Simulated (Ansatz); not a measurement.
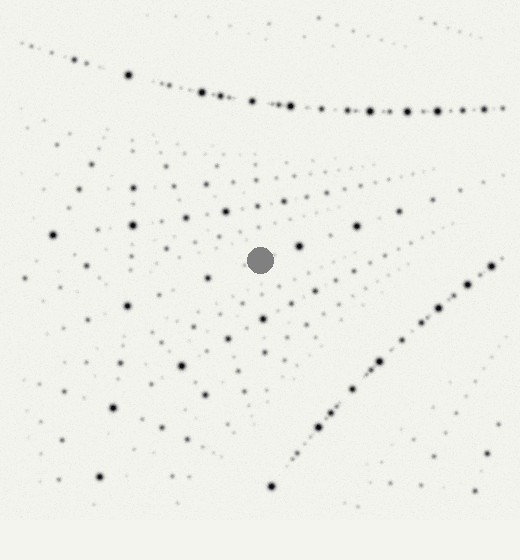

Simulated back-reflection Laue pattern (white X-rays, 0.45 to 2.2 Å, flat plate covering ±45° about the beam, kinematic intensities, seen from the source).

What symmetry does the pattern show?

m: one mirror line.

The crystal is La, space group P6_3/mmc (No. 194), a = 3.81 Å, c = 6.03 Å (hexagonal axes). Structure: the end point of a relaxation at fixed volume with Ansatz 0.2.0, DFT r2SCAN, scalar-relativistic, plane waves, PAW; the starting structure was generated, so it need not be a known form of this composition.

The direction [101] points towards the source.
